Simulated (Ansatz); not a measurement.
# [SiH3]+ (SMILES [SiH3+]): CCSDT(Q)/6-31G(d) (spherical functions)

What is the energy change on altering one bond length of [SiH3]+ at CCSDT(Q)/6-31G* (spherical functions)? 

The calculation is run with Ansatz 0.2.0.

2 further runs of the same task are left out: 2 that didn't finish.

## 1. The molecule

[SiH3]+ has 4 atoms, charge +1, and is taken as a singlet. SMILES: `[SiH3+]`. The shape is that of a PBE0-D4/def2-TZVP optimisation.

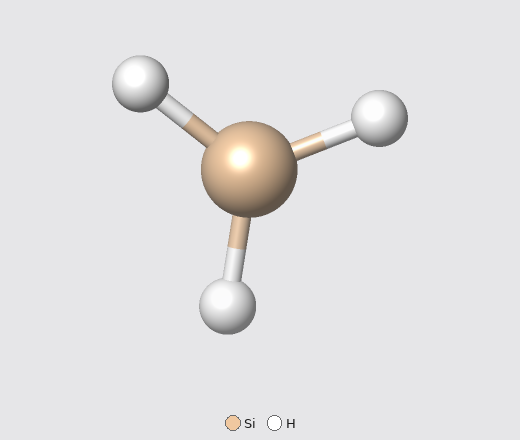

The structure, seen from a chosen angle (silicon light orange, hydrogen white).

## 2. A single-point energy at CCSDT(Q)/6-31G(d) (spherical functions)

The input, run.yaml:

```yaml
crystal:
  periodic: [false, false, false]
  atoms:
    - {symbol: Si, position_ang: [-0.000000, -0.000000, 0.000000]}
    - {symbol: H, position_ang: [0.686900, 0.675400, 1.113000]}
    - {symbol: H, position_ang: [-0.118400, -1.467200, -0.009900]}
    - {symbol: H, position_ang: [-0.568500, 0.791700, -1.103100]}
basis:
  gaussian: {orbitals: 6-31G_st_-spherical.json}
total_charge: 1
correlation: {method: ccsdt_q, frozen_orbitals: {H: 0, Si: 5}}
accuracy: high
scf: {omitted_lower_state_checks: [cluster_reference, increment]}
```

The basis set 6-31G* is read from a file made from the Basis Set Exchange's data (not shown).

Command:

```console
$ ansatz run run.yaml --threads 1 --pin off --max-ram 2610MiB --events-out events.jsonl --progress --plain --runs-dir runs
```

Standard output, cut to the lines that bear on the results:

```text
Warning: RAYON_NUM_THREADS=1 ignored (pool sized by the plan → 1); use --threads N
Functional definition: HF
  name "HF"
[...]
453 factors; integrals over basis functions are off by at most 5.4e-9 eV
[...]
mean field -7900.21601041 eV, -290.3275834237 hartree, gradient 1.3e-8 eV, S^2 0.000000; 0 other end points of the search recorded, 0 dependent functions left out
5 core orbitals not correlated: weight in the atoms' cores, before any rotation towards them, 1.000 or more for the frozen orbitals, at most 0.000 for the correlated occupied ones
reference -7900.21601041 eV, -290.3275834237 hartree; 3, 3 occupied and 16, 16 virtual orbitals, 453 factors
second order -1.69928544 eV of doubles, -0.00000000 eV of singles
cycle   1  -2.08648972 eV  change   -3.9e-1 eV  update   5.0e-2
[...]
cycle  19  -2.30332318 eV  change  -2.8e-10 eV  update  1.2e-10
perturbative correction -0.00089922 eV, -0.0000330456 hartree
Total energy: -7902.52023281 eV, -290.4122620351 hartree
Checks for a lower state left out: cluster_reference, increment
```

Wall time 0.52 s (1 thread of Arm Neoverse V1, shared host).

## 3. The distorted shape, same level

The input, input.yaml:

```yaml
crystal:
  periodic: [false, false, false]
  atoms:
    - {symbol: Si, position_ang: [0.029600, 0.366796, 0.002475]}
    - {symbol: H, position_ang: [0.716500, 1.042196, 1.115475]}
    - {symbol: H, position_ang: [-0.118400, -1.467200, -0.009900]}
    - {symbol: H, position_ang: [-0.538900, 1.158496, -1.100625]}
basis:
  gaussian:
    orbitals: 6-31G_st_-spherical.json
correlation:
  method: ccsdt_q
  frozen_orbitals: {H: 0, Si: 5}
accuracy: high
total_charge: 1
scf:
  omitted_lower_state_checks: [cluster_reference, increment]
```

The basis set 6-31G* is read from a file made from the Basis Set Exchange's data (not shown).

Command:

```console
$ ansatz run input.yaml --threads 1 --pin off --max-ram 2610MiB --events-out events.jsonl --progress --plain --runs-dir runs
```

Standard output, cut to the lines that bear on the results:

```text
Warning: RAYON_NUM_THREADS=1 ignored (pool sized by the plan → 1); use --threads N
[... 2 set-up lines as earlier in the session ...]
[...]
452 factors; integrals over basis functions are off by at most 3.6e-9 eV
[...]
mean field -7899.19065806 eV, -290.2899024198 hartree, gradient 2.3e-8 eV, S^2 0.000000; 0 other end points of the search recorded, 0 dependent functions left out
5 core orbitals not correlated: weight in the atoms' cores, before any rotation towards them, 1.000 or more for the frozen orbitals, at most 0.000 for the correlated occupied ones
reference -7899.19065806 eV, -290.2899024198 hartree; 3, 3 occupied and 16, 16 virtual orbitals, 452 factors
second order -1.82110979 eV of doubles, -0.00000000 eV of singles
cycle   1  -2.25325674 eV  change   -4.3e-1 eV  update   5.9e-2
[...]
cycle  21  -2.53477244 eV  change   3.7e-10 eV  update  3.8e-10
perturbative correction -0.00153993 eV, -0.0000565913 hartree
Total energy: -7901.72697042 eV, -290.3831101800 hartree
Checks for a lower state left out: cluster_reference, increment
```

Wall time 0.52 s (1 thread of Arm Neoverse V1, shared host).

## 4. What came out

At CCSDT(Q)/6-31G* (spherical functions), 5 core orbitals frozen:

```
                                                          quantity          value
                                         first shape: total energy  -290.41226 Eh
          first shape: correlation energy (5 core orbitals frozen)      -84.7 mEh
                                        first shape: T1 diagnostic          0.011
                                     distorted shape: total energy  -290.38311 Eh
      distorted shape: correlation energy (5 core orbitals frozen)      -93.2 mEh
                                    distorted shape: T1 diagnostic          0.012
energy change with the Si1–H3 bond stretched from 1.472 to 1.840 Å       0.793 eV
```

What this shows: With the Si1–H3 bond stretched from 1.472 to 1.840 Å the energy rises by 0.79 eV (76.5 kJ/mol). The first shape isn't relaxed at this level, so the change isn't measured from a minimum.
